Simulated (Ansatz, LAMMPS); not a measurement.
# Structural relaxation of ionic liquid MMIM+ FSI- with water, from a frame at 350 K (131 atoms)

How does ionic liquid MMIM+ FSI- with water, from a frame at 350 K (131 atoms) relax, and what do bonds, charges and levels look like afterwards?

Calculated with Ansatz 0.2.0; Kohn-Sham DFT, PBE+D3(BJ), PAW (set soft_2), plane waves.

## 1. The starting structure

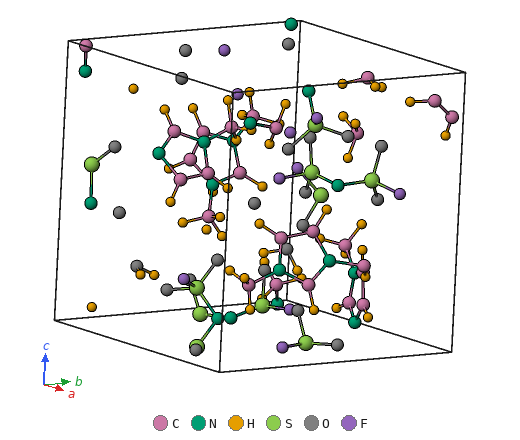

The cell as given, slightly off an axis (carbon pink, nitrogen teal, hydrogen orange, sulfur green, oxygen grey, fluorine purple). Bonds to atoms that aren't drawn are left out. Some periodic images of atoms are drawn too.

The cell holds 131 atoms: 25 C, 15 N, 49 H, 10 S, 22 O and 10 F. Its edges and angles: a = 11.686 Å, b = 11.686 Å, c = 11.686 Å, α = 90.0°, β = 90.0°, γ = 90.0°. 5 MMIM+, 5 FSI-, 2 H2O placed at random, at 1.48 g/cm³; overlaps pushed apart, then 10 ps at 700 K with MMFF94 bonds, angles, torsions, charges and radii (Halgren, J. Comput. Chem. 17, 490 (1996)) in harmonic and 12-6 forms; SPC/E water (Berendsen, Grigera and Straatsma, J. Phys. Chem. 91, 6269 (1987)); charges of ions scaled by 0.8. Snapshot after 30 ps at 350 K and fixed volume.

What the set-up can't give: The network of contacts between molecules at the start is that of the classical potential that made the cell. The density was typed from a rule of thumb and may lie off the real one at this temperature. Only the Γ point is sampled, in a cell whose shortest periodic width is 12 Å.

## 2. Single point at the start

The forces at the start show how far the geometry lies from a minimum of this functional.

input.yaml

```yaml
crystal:
  lattice:
    - [11.68592, 0.0, 0.0]
    - [0.0, 11.68592, 0.0]
    - [0.0, 0.0, 11.68592]
  atoms:
    - { symbol: C, position: [0.6391, 0.83964, 0.9256] }
    - { symbol: "N", position: [0.62515, 0.84628, 0.04818] }
    - { symbol: C, position: [0.7067, 0.82028, 0.12818] }
    - { symbol: C, position: [0.6564, 0.84849, 0.23263] }
    [... 121 atom lines left out ...]
    - { symbol: O, position: [0.15323, 0.2336, 0.20552] }
    - { symbol: H, position: [0.22904, 0.19605, 0.19264] }
    - { symbol: H, position: [0.15297, 0.31076, 0.16853] }
    - { symbol: O, position: [0.6535, 0.51652, 0.33888] }
    - { symbol: H, position: [0.59062, 0.4624, 0.31793] }
    - { symbol: H, position: [0.70341, 0.53002, 0.27068] }
kpoints:
  mp_grid: { grid: [1, 1, 1] }
hamiltonian:
  xc: pbe
  dispersion: d3bj
scf:
  occupations: { method: fixed }
output:
  forces: true
  stress: true
  populations: true
  dos:
    method: { smearing: { sigma: 0.1 } }
    de: 0.1
    projected: { site_lists: { C: [C], F: [F], H: [H], "N": ["N"], O: [O] } }
  eigenvalues: true
```

On the command line:

```console
$ ansatz run input.yaml --threads 4 --pin off --max-ram 8192MiB --backend cpu --events-out ev --progress --plain --runs-dir out
```

Elapsed: 13 s, on 4 threads of Intel Xeon Platinum 8559C (Emerald Rapids), shared host; peak memory 2.1 GiB; 46 s of CPU time.

Read from the output:

```
free energy                                      : -42384.4938 eV
free energy per atom                             : -323.5458 eV/atom
SCF cycles                                       : 11
pressure                                         : 1.707 GPa
r.m.s. force component                           : 1.094 eV/Å
longest force                                    : 5.765 eV/Å
Fermi energy                                     : 0.6818 eV
gap (highest filled to lowest empty level) : 3.106 eV
spilling of the projection                       : 0.01799
```

The r.m.s. force component of 1.1 eV/Å and the pressure of 1.7 GPa set the starting point.

Neighbours are counted within 1.34 Å (H-C), 1.21 Å (H-O), 1.77 Å (C-C), 1.79 Å (C-N), 1.88 Å (O-S), 2.02 Å (N-S), 1.98 Å (F-S).

Length of the force by element and coordination:

```csv
element,coordination,atoms,mean length of the force (eV/Å),spread,least,most
C,all,25,1.80,0.802,0.487,4.16
C,3,15,1.47,0.550,0.487,2.39
C,4,10,2.30,0.856,0.971,4.16
F,all,10,1.51,0.713,0.791,3.34
H,all,49,1.08,0.593,0.228,3.13
N,all,15,1.89,0.948,0.660,4.33
N,2,5,1.74,1.37,0.660,4.33
N,3,10,1.97,0.623,1.09,3.13
O,all,22,1.29,0.789,0.225,3.90
O,1,20,1.38,0.770,0.297,3.90
O,2,2,0.391,0.166,0.225,0.557
S,all,10,3.78,1.05,1.88,5.76
```

## 3. Relaxation

With the cell held, the atoms are moved downhill towards a nearby minimum.

input.yaml, the sections that differ from step 2:

```yaml
output:
  forces: true
relax:
  f_tol: 0.05
  max_steps: 200
# crystal, kpoints, hamiltonian, scf: as in step 2
```

Elapsed: 8.3 min, on 4 threads; peak memory 1.9 GiB.

Relaxation path (22 of 83):

```csv
step,energy less that of the first step (eV),largest force component (eV/Å)
1,0.0000,5.7174
5,-7.8336,2.5927
9,-8.3987,0.6656
13,-8.5455,0.5862
17,-8.4189,0.6785
21,-8.6640,0.1913
24,-8.6863,0.0614
28,-8.7234,0.2877
32,-8.7764,0.0774
36,-8.8130,0.2458
40,-8.8372,0.1875
44,-8.8503,0.1344
48,-8.8606,0.1576
52,-8.8708,0.1742
56,-8.8841,0.2622
60,-8.9069,0.1294
63,-8.9181,0.1163
67,-8.9301,0.3129
71,-8.9463,0.3355
75,-8.9670,0.2886
79,-8.9640,0.3220
83,-8.9867,0.0320
```

Relaxation steps 17, 22, 31, 49, 54, 79, 81 were tried and not accepted.

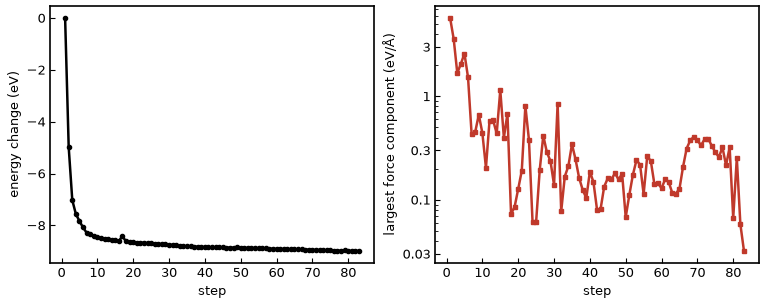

Energy and largest force along the relaxation.

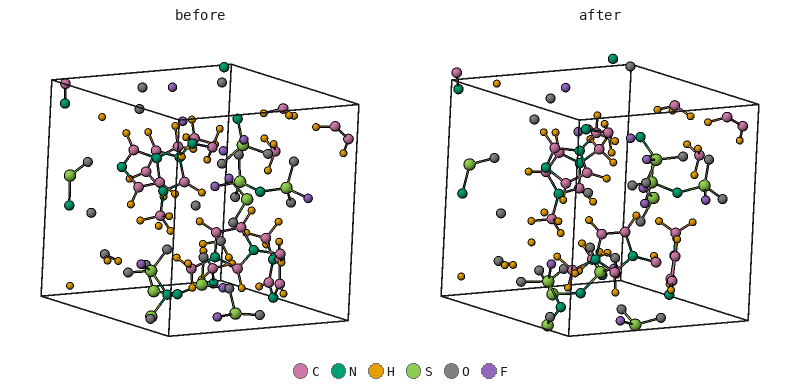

The structure before and after the relaxation, drawn at the same scale. Bonds to atoms that aren't drawn are left out.

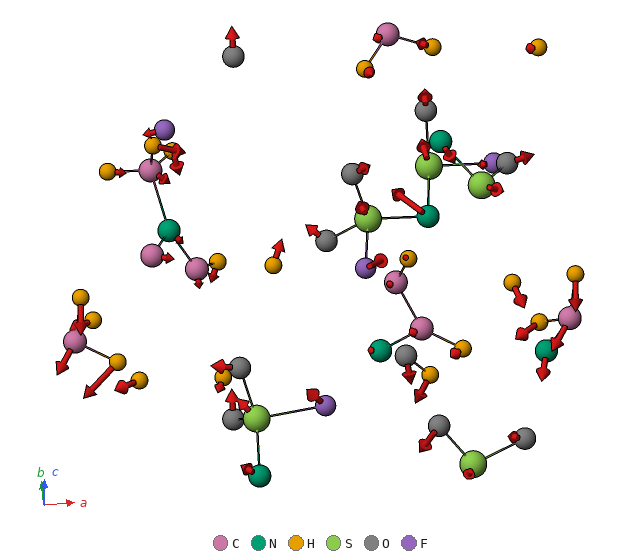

Displacements in the relaxation, scaled; the longest in the cell stands for 2.39 Å. Drawn is a slice 4 Å thick, seen at a slant to the ac plane. Bonds to atoms that aren't drawn are left out.

The atoms that moved most (Å):

| atom | dx | dy | dz | length |
| --- | --- | --- | --- | --- |
| N108 | -1.221 | 2.009 | -0.425 | 2.389 |
| H61 | 1.350 | 1.150 | 1.013 | 2.042 |
| H74 | -1.347 | -0.745 | -1.089 | 1.885 |
| H60 | 0.925 | 1.356 | 0.904 | 1.874 |
| F112 | 0.835 | 1.406 | -0.871 | 1.853 |
| H62 | -0.473 | 0.498 | 1.691 | 1.825 |
| H24 | -0.332 | -0.218 | 1.758 | 1.803 |
| O115 | 0.528 | 1.674 | 0.171 | 1.764 |

The relaxation changed the energy by -68.6 meV/atom, and atoms moved by 1.1 Å r.m.s., 2.4 Å at most.

## 4. Local order after relaxation

Bonds before and after, by the cutoffs listed below:

| pair | bonds before | bonds after | mean before (Å) | mean after (Å) | spread before (Å) | spread after (Å) |
| --- | --- | --- | --- | --- | --- | --- |
| H-C | 45 | 45 | 1.087 | 1.090 | 0.031 | 0.005 |
| H-O | 4 | 4 | 1.000 | 0.976 | 0.000 | 0.003 |
| C-C | 5 | 5 | 1.372 | 1.367 | 0.016 | 0.001 |
| C-N | 30 | 30 | 1.392 | 1.395 | 0.052 | 0.050 |
| O-S | 20 | 20 | 1.452 | 1.444 | 0.022 | 0.004 |
| N-S | 10 | 10 | 1.570 | 1.585 | 0.036 | 0.010 |
| F-S | 10 | 10 | 1.595 | 1.623 | 0.035 | 0.012 |

Density 1.48 g/cm³, 12.18 Å³ an atom.

Pair distribution functions g(r), in bins of 0.2 Å:

```csv
r (Å),total,H-H,H-C,H-O,H-N,H-F,H-S
0.90,0.31,0.00,0.00,2.48,0.00,0.00,0.00
1.10,2.88,0.00,20.20,0.00,0.00,0.00,0.00
1.30,1.01,0.00,0.00,0.00,0.00,0.00,0.00
1.50,1.43,0.46,0.00,0.00,0.00,0.00,0.00
1.70,0.94,4.70,0.00,0.00,0.00,0.00,0.00
1.90,0.09,0.32,0.00,0.33,0.00,0.00,0.00
2.10,0.97,0.00,0.00,0.52,9.63,0.00,0.00
2.30,0.61,0.00,1.04,0.98,0.00,0.49,0.00
2.50,1.41,1.08,0.23,1.72,0.14,0.82,0.00
2.70,0.68,1.28,1.01,1.88,0.34,0.88,0.00
2.90,0.74,1.08,2.22,0.70,0.42,1.20,0.47
3.10,0.82,0.93,0.86,0.80,0.54,0.67,1.86
3.30,1.34,0.77,2.25,1.41,0.96,1.06,1.42
3.50,0.74,0.60,0.46,0.58,0.49,1.58,2.02
3.70,0.94,0.93,0.64,0.65,0.64,1.23,1.51
3.90,1.03,1.03,0.94,1.27,1.42,1.20,1.60
4.10,1.08,0.60,1.22,1.23,1.60,1.08,1.22
4.30,0.99,1.19,0.98,1.31,1.32,0.70,0.77
4.50,1.04,0.81,0.69,0.78,0.98,1.29,1.28
4.70,1.08,1.01,0.92,1.36,0.70,1.46,1.18
4.90,1.02,0.97,0.54,1.04,1.48,1.08,1.34
5.10,0.99,1.14,1.06,0.90,0.83,1.15,1.39
5.30,1.04,1.01,1.12,0.90,1.08,1.24,0.82
5.50,1.00,0.93,0.95,1.05,0.63,0.94,1.16
5.70,1.03,1.12,1.21,0.93,1.09,0.75,0.96
```

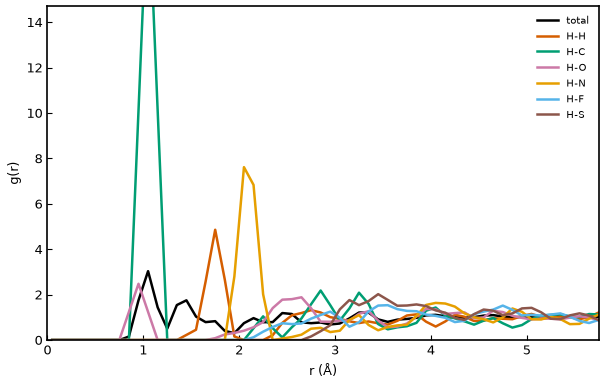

Pair distribution functions, lightly smoothed, with peaks cut at 14.

Bonds by pair of elements; cutoffs follow the first minimum of g(r), held within bounds set by covalent radii, and pairs that aren't listed don't count as bonded:

```csv
pair A-B,cutoff (Å),bonds,mean length (Å),spread (Å),shortest (Å),B about A,A about B
H-C,1.34,45,1.09,0.005,1.08,0.918,1.8
H-O,1.21,4,0.976,0.003,0.971,0.082,0.182
C-C,1.77,5,1.37,0.001,1.37,0.4,0.4
C-N,1.79,30,1.40,0.05,1.34,1.2,2
O-S,1.88,20,1.44,0.004,1.44,0.909,2
N-S,1.98,10,1.58,0.01,1.56,0.667,1
F-S,1.98,10,1.62,0.012,1.60,1,1
```

How many atoms have how many bonded neighbours:

```
element  mean   1  2   3   4
      C   3.4   0  0  15  10
      F     1  10  0   0   0
      H     1  49  0   0   0
      N  2.67   0  5  10   0
      O  1.09  20  2   0   0
      S     4   0  0   0  10
```

Bond angles (no mean is given where the spread exceeds 20°):

```csv
angle,count,mean (°),spread (°)
H-C-N,50,115,7.4
H-C-H,30,110,0.7
C-N-C,30,120,7.8
F-S-O,20,104,0.7
N-S-O,20,113,4.1
```

Bond length by coordination (bonds to H left out):

```csv
element,coordination,atoms,mean bond length (Å)
C,3,15,1.36
C,4,10,1.46
N,2,5,1.58
N,3,10,1.40
O,1,20,1.44
```

Rings of the network by King's shortest-path rule, up to 12 atoms, one path for each pair of neighbours; H, halogens, alkali and alkaline-earth atoms are left out, and the last column divides by all other atoms, bonded or not:

```
ring size (atoms)  rings  per network atom
                5      5             0.069
```

With the cutoffs above, 60 % of C atoms have 3, all F atoms have 1, all H atoms have 1 and 67 % of N atoms have 3 bonded neighbours. The H-C-N angle averages 115° with a spread of 7°. All rings counted have 5 atoms.

## 5. Single point at the relaxed geometry

One more single point at the end of the walk gives the fuller output and checks the residual forces.

input.yaml

```yaml
crystal:
  lattice:
    - [11.68592, 0.0, 0.0]
    - [0.0, 11.68592, 0.0]
    - [0.0, 0.0, 11.68592]
  atoms:
    - { symbol: C, position: [0.60734, 0.81478, 0.93555] }
    - { symbol: "N", position: [0.60463, 0.83788, 0.05828] }
    - { symbol: C, position: [0.68025, 0.79534, 0.13862] }
    - { symbol: C, position: [0.64358, 0.83249, 0.24321] }
    [... 121 atom lines left out ...]
    - { symbol: O, position: [0.15119, 0.20276, 0.17586] }
    - { symbol: H, position: [0.23158, 0.17994, 0.17327] }
    - { symbol: H, position: [0.15269, 0.283, 0.15197] }
    - { symbol: O, position: [0.66526, 0.48148, 0.26571] }
    - { symbol: H, position: [0.59296, 0.44427, 0.28263] }
    - { symbol: H, position: [0.65644, 0.5005, 0.18474] }
kpoints:
  mp_grid: { grid: [1, 1, 1] }
hamiltonian:
  xc: pbe
  dispersion: d3bj
scf:
  occupations: { method: fixed }
output:
  forces: true
  stress: true
  populations: true
  dos:
    method: { smearing: { sigma: 0.08 } }
    de: 0.1
    projected: { site_lists: { C: [C], F: [F], H: [H], "N": ["N"], O: [O] } }
  eigenvalues: true
  write_density: true
  write_potential: true
  volumetric_format: npy
  elf: true
```

Run time: 13 s. Hardware: 4 threads; peak memory 2.1 GiB; 47 s of CPU time.

The program notes that the exchange-correlation potential is rough where the density is thin.

Numbers from this run:

```
free energy                                      : -42393.4804 eV
free energy per atom                             : -323.6144 eV/atom
SCF cycles                                       : 10
pressure                                         : -0.02458 GPa
r.m.s. force component                           : 0.00694 eV/Å
longest force                                    : 0.03572 eV/Å
Fermi energy                                     : -0.3255 eV
gap (highest filled to lowest empty level) : 4.509 eV
spilling of the projection                       : 0.0177
```

Löwdin charges by element and coordination (they lack the spilled electrons, 0.066 e an atom on average):

| element | coordination | atoms | mean charge (e) | spread | least | most |
| --- | --- | --- | --- | --- | --- | --- |
| C | all | 25 | -0.148 | 0.168 | -0.348 | 0.0862 |
| C | 3 | 15 | -0.0177 | 0.0656 | -0.0709 | 0.0862 |
| C | 4 | 10 | -0.345 | 0.0028 | -0.348 | -0.339 |
| F | all | 10 | -0.415 | 0.0116 | -0.428 | -0.394 |
| H | all | 49 | 0.247 | 0.046 | 0.210 | 0.407 |
| N | all | 15 | -0.252 | 0.444 | -0.904 | 0.0671 |
| N | 2 | 5 | -0.881 | 0.0122 | -0.904 | -0.871 |
| N | 3 | 10 | 0.062 | 0.0038 | 0.0551 | 0.0671 |
| O | all | 22 | -0.720 | 0.0122 | -0.745 | -0.690 |
| O | 1 | 20 | -0.718 | 0.0109 | -0.733 | -0.690 |
| O | 2 | 2 | -0.740 | 0.0051 | -0.745 | -0.735 |
| S | all | 10 | 2.40 | 0.0058 | 2.39 | 2.40 |

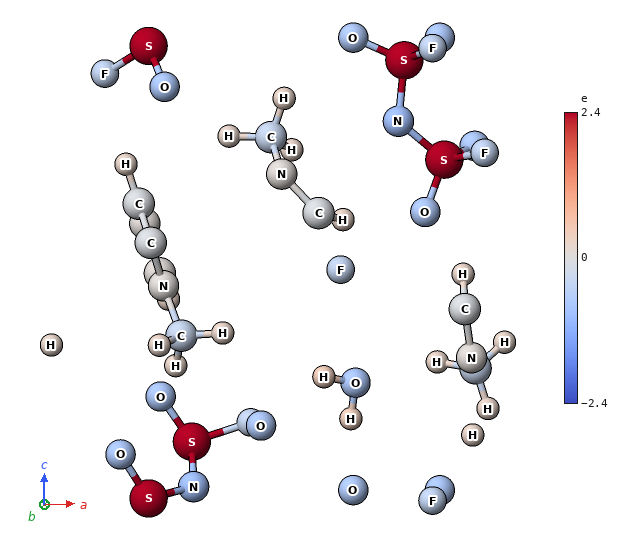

Atoms coloured by Löwdin charge. Drawn is a slice 4 Å thick, seen along the normal of the ac plane. Bonds to atoms that aren't drawn are left out.

Density of states as counts of states in windows of 1 eV (from the Fermi level), total and the larger projections:

```csv
from (eV),to (eV),total,O p,C p,F p,N p,H s
-10,-9,17.2,0.5,4.0,2.1,4.0,1.6
-9,-8,19.7,1.1,3.2,5.0,1.6,1.5
-8,-7,13.1,0.4,4.2,1.4,1.6,2.5
-7,-6,35.6,10.9,4.9,3.3,5.4,1.6
-6,-5,53.4,8.7,15.9,4.9,8.4,8.0
-5,-4,47.8,6.9,9.9,20.6,3.3,4.0
-4,-3,53.2,12.2,16.6,9.0,3.6,8.3
-3,-2,35.2,23.3,1.3,3.5,3.5,0.6
-2,-1,44.7,27.9,2.7,2.9,8.1,1.5
-1,0,31.7,12.7,9.4,0.7,7.7,0.2
0,1,0.4,0.3,0.1,0.0,0.0,0.0
1,4,0.0,0.0,0.0,0.0,0.0,0.0
4,5,9.9,0.0,5.2,0.0,3.4,0.5
```

The curve was stored every 0.10 eV, coarse against its broadening of 0.08 eV, so these counts are rough.

With fixed occupations the program's Fermi level is the highest filled level; weight inside the gap is the broadening of levels at its edges.

Between -26 and -10 eV lie 134 more states.

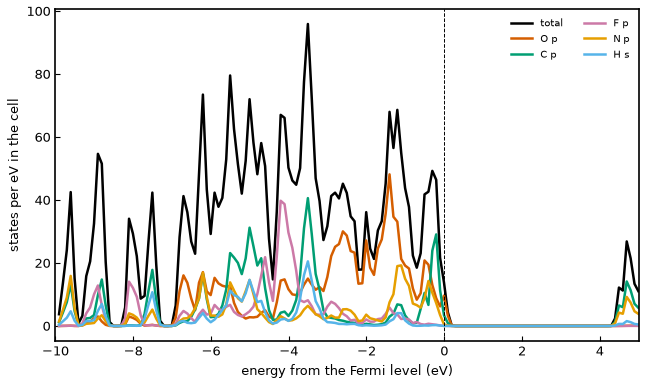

Total and projected density of states, with the broadening of the input.

Not all projections were asked for or kept, so they needn't add up to the total.

The levels nearest the highest filled one (over half full), pooled over k-points and spins:

```
level less the highest filled one (eV)  occupation
                                -0.270           2
                                -0.268           2
                                -0.247           2
                                -0.184           2
                                -0.145           2
                                     0           2
                                  4.51           0
                                  4.69           0
                                  4.71           0
                                  4.81           0
                                  4.96           0
                                  5.21           0
```

Mean Löwdin charges: C -0.15, F -0.41, H +0.25, N -0.25, O -0.72, S +2.40 e (they miss 1.8 % of the electrons, so they add up to more than the cell's charge). The largest share in the top eV of filled states is O p (41 % of the projected weight), and in the lowest eV of empty states C p (60 % of the projected weight).

## 6. Summary of results

- energy change in the relaxation: -68.6 meV/atom
- r.m.s. displacement: 1.053 Å
- largest displacement: 2.389 Å
- free energy per atom: -323.6144 eV/atom
- pressure: -0.02458 GPa
- r.m.s. force component: 0.00694 eV/Å
- gap (highest filled to lowest empty level): 4.509 eV
- wall time of the 4 DFT runs, those left out included: 8.9 min

In words: Relaxation lowers the energy by 68.6 meV/atom and moves atoms by 1.1 Å r.m.s.; the r.m.s. force component goes from 1.1 to 0.0069 eV/Å, the pressure goes from 1.7 to -0.025 GPa, and the gap from 3.11 to 4.51 eV. By the final cutoffs no bond was broken or made. First to last step the energy falls by 8.987 eV; the largest move, 2.39 Å, is that of N108. The F-S bonds go from 1.595 Å (spread 0.035) to 1.623 Å (spread 0.012). With the cutoffs above, 60 % of C atoms have 3, all F atoms have 1, all H atoms have 1 and 67 % of N atoms have 3 bonded neighbours. Filled and empty levels are parted by 4.51 eV (at Γ alone); a semilocal functional tends to put such gaps too low. In a disordered cell it changes from sample to sample and from frame to frame.

Caveats: The network of contacts between molecules at the start is that of the classical potential that made the cell; in DFT atoms moved by 1.1 Å r.m.s.

[Logs are printed without paths, hosts, clocks, repeated set-up lines and the standing remarks that a program may print on its own settings, such as how far it seeks lower states.]

[Hosts, paths, dates, database ids (printed as entryN), source tags and the programs' standing remarks are cut or masked in the printed files.]

[The MMFF94 radii named for the starting cell were scaled by 0.96; in molecules described by MMFF94, hydrogen bound to N, O or S took a small fixed 12-6 site in their place.]
